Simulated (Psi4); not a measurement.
# AlO (oxoaluminum): U-r2SCAN/def2-TZVPPD

What is the vertical doublet–quartet gap of AlO (oxoaluminum) at U-r2SCAN/def2-TZVPPD? 

Program for the calculation: Psi4 1.11.

3 further runs of the same task are left out: 1 that didn't finish, 2 set aside as unsound or not needed.

## Step 1: The molecule

The species is AlO (2 atoms), meant as a doublet with charge 0. As SMILES, `[O]=[Al]`. Geometry: relaxed at PBE0-D4/def2-TZVP.

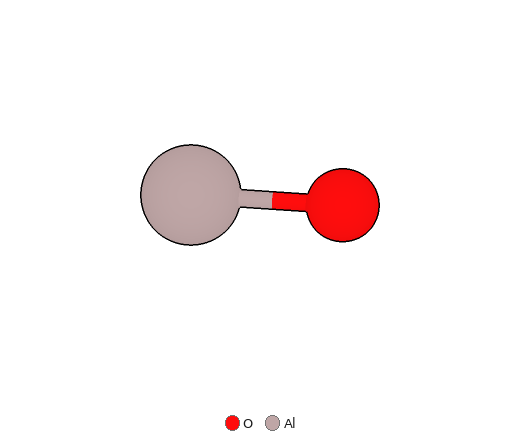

The structure, seen from a chosen angle (oxygen red, aluminium light grey).

## Step 2: Energy and gradient at U-r2SCAN/def2-TZVPPD

The input, run.py:

```python
import numpy as np
from ase.calculators.psi4 import Psi4
from ase import Atoms

atoms = Atoms(['O', 'Al'], positions=[
    [0.000000, 0.000000, -0.024920],
    [0.000000, 0.000000, 1.594970],
])
calc = Psi4(atoms=atoms, method='r2scan', basis='def2-TZVPPD', memory='1600MB', num_threads=1, charge=0, multiplicity=2, label='psi4-calc', reference='uks')
calc.psi4.set_options({'puream': True, 'e_convergence': 1e-09, 'd_convergence': 1e-08, 'scf_type': 'pk', 'dft_radial_points': 99, 'dft_spherical_points': 590, 'maxiter': 100})
atoms.calc = calc

forces = atoms.get_forces()
print(f'energy: {atoms.get_potential_energy():.6f} eV')
print('forces / eV A^-1')
print(np.round(forces, 5))
```

On the command line:

```
$ python run.py
```

psi4-calc.dat:

```text
[...]
  Running in c1 symmetry.
[...]
  Nuclear repulsion =   33.974177203192809
[...]
  Multiplicity = 2
[...]
  Nalpha       = 11
  Nbeta        = 10
[...]
    Number of basis functions: 88
[...]
   @UKS iter   1:  -317.08724596772635   -5.87733e-02   1.21583e-02 ADIIS/DIIS
[...]
   @UKS iter  15:  -317.59012748642317   -2.95586e-12   5.66684e-09 DIIS
[...]
   @S^2 Observed:                7.612955595E-01
[...]
    Orbital Energies [Eh]
    ---------------------
    Alpha Occupied:
       1A    -55.780043     2A    -18.920460     3A     -4.091001
       4A     -2.629660     5A     -2.629660     6A     -2.626571
       7A     -0.852066     8A     -0.342352     9A     -0.256027
      10A     -0.255703    11A     -0.255703
    Alpha Virtual:
      12A     -0.080519    13A     -0.080519    14A      0.000729
      15A      0.048084    16A      0.086630    17A      0.086631
      18A      0.100341    19A      0.120915    20A      0.120915
      21A      0.144887    22A      0.144887    23A      0.165586
      24A      0.237388    25A      0.244261    26A      0.244266
[...]
  @UKS Final Energy:  -317.59012748642317
   => Energetics <=
    Nuclear Repulsion Energy =             33.9741772031928093
    One-Electron Energy =                -508.8404550394320154
    Two-Electron Energy =                 184.4210515475814702
    DFT Exchange-Correlation Energy =     -27.1449011977654280
    Empirical Dispersion Energy =           0.0000000000000000
    VV10 Nonlocal Energy =                  0.0000000000000000
    Total Energy =                       -317.5901274864231709
[...]
 Multipole Moments:
 ------------------------------------------------------------------------------------
     Multipole            Electronic (a.u.)      Nuclear  (a.u.)        Total (a.u.)
 ------------------------------------------------------------------------------------
 L = 1.  Multiply by 2.5417464519 to convert [e a0] to [Debye]
 Dipole X            :         -0.0000000            0.0000000           -0.0000000
 Dipole Y            :          0.0000000            0.0000000            0.0000000
 Dipole Z            :          2.2763173           -0.5640171            1.7123003
 Magnitude           :                                                    1.7123003
[...]
  -Total Gradient:
     Atom            X                  Y                   Z
    ------   -----------------  -----------------  -----------------
       1        0.000000000003    -0.000000000001    -0.000367031272
       2       -0.000000000003     0.000000000001     0.000344404841
[...]
```

The script printed:

```text
energy: -8642.067557 eV
forces / eV A^-1
[[-0.       0.       0.01887]
 [ 0.      -0.      -0.01771]]
```

Wall time 28 s (1 thread of Intel Xeon Platinum 8259CL at 2.50GHz (Skylake/Cascade Lake), shared host); peak memory 0.99 GiB.

## Step 3: The quartet, same level

The input, input.in:

```
memory 1.6 GB

molecule {
  0 4
  O      0.000000     0.000000    -0.024920
  Al     0.000000     0.000000     1.594970
  units angstrom
  symmetry c1
}

set {
  basis def2-TZVPPD
  reference uks
  puream true
  e_convergence 1e-09
  d_convergence 1e-08
  scf_type pk
  dft_radial_points 99
  dft_spherical_points 590
  maxiter 100
}

energy_value, wavefunction = gradient('r2scan', return_wfn=True)
oeprop(wavefunction, 'MULLIKEN_CHARGES', 'DIPOLE', 'LOWDIN_CHARGES')
print_variables()
```

On the command line:

```
$ psi4 input.in input.out -n 1
```

input.out, shortened:

```text
[...]
  Running in c1 symmetry.
[...]
  Nuclear repulsion =   33.974177203192809
[...]
  Multiplicity = 4
[...]
  Nalpha       = 12
  Nbeta        = 9
[...]
    Number of basis functions: 88
[...]
   @UKS iter   1:  -317.34626713520282   -3.17794e-01   6.19694e-03 ADIIS/DIIS
[...]
   @UKS iter  47:  -317.45507508636251   -2.16005e-12   6.64579e-09 DIIS
[...]
   @S^2 Observed:                3.754899937E+00
[...]
  @UKS Final Energy:  -317.45507508636251
   => Energetics <=
    Nuclear Repulsion Energy =             33.9741772031928093
    One-Electron Energy =                -507.6819833699735227
    Two-Electron Energy =                 183.4329914254955725
    DFT Exchange-Correlation Energy =     -27.1802603450773645
    Empirical Dispersion Energy =           0.0000000000000000
    VV10 Nonlocal Energy =                  0.0000000000000000
    Total Energy =                       -317.4550750863625126
[...]
  -Total Gradient:
     Atom            X                  Y                   Z
    ------   -----------------  -----------------  -----------------
       1        0.000000000028    -0.000000000003     0.095349246264
       2       -0.000000000028     0.000000000003    -0.095310469301
[...]
 Multipole Moments:
 ------------------------------------------------------------------------------------
     Multipole            Electronic (a.u.)      Nuclear  (a.u.)        Total (a.u.)
 ------------------------------------------------------------------------------------
 L = 1.  Multiply by 2.5417464519 to convert [e a0] to [Debye]
 Dipole X            :         -0.0000000            0.0000000           -0.0000000
 Dipole Y            :          0.0000000            0.0000000            0.0000000
 Dipole Z            :          0.9905319           -0.5640171            0.4265148
 Magnitude           :                                                    0.4265148
[...]
  Mulliken Charges: (a.u.)
   Center  Symbol    Alpha    Beta     Spin     Total
       1     O     4.57410  3.52267  1.05143 -0.09678
       2    AL     7.42590  5.47733  1.94857  0.09678
   Total alpha = 12.00000, Total beta =  9.00000, Total charge = -0.00000
  Lowdin Charges: (a.u.)
   Center  Symbol    Alpha    Beta     Spin     Total
       1     O     4.84519  3.51783  1.32736 -0.36301
       2    AL     7.15481  5.48217  1.67264  0.36301
  Total alpha = 12.00000, Total beta =  9.00000, Total charge = -0.00000
[...]
```

Wall time 66 s (1 thread of Intel Xeon Platinum 8259CL at 2.50GHz (Skylake/Cascade Lake), shared host); peak memory 0.97 GiB.

## Step 4: Results

Level: U-r2SCAN/def2-TZVPPD.

| quantity | value |
| --- | --- |
| doublet: total energy | -317.59013 Eh |
| doublet: dipole moment | 4.35 D |
| doublet: HOMO energy (highest over α and β) | -6.73 eV |
| doublet: LUMO energy (lowest over α and β) | -4.95 eV |
| doublet: ⟨S²⟩ | 0.761 |
| doublet: largest force on an atom | 0.019 eV/Å |
| quartet: total energy | -317.45508 Eh |
| quartet: dipole moment | 1.08 D |
| quartet: HOMO energy (highest over α and β) | -3.35 eV |
| quartet: ⟨S²⟩ | 3.755 |
| quartet: largest force on an atom | 4.903 eV/Å |
| vertical energy of the quartet above the doublet | 3.675 eV |

**Reading.** At this shape the quartet lies 3.67 eV (355 kJ/mol) above the doublet.
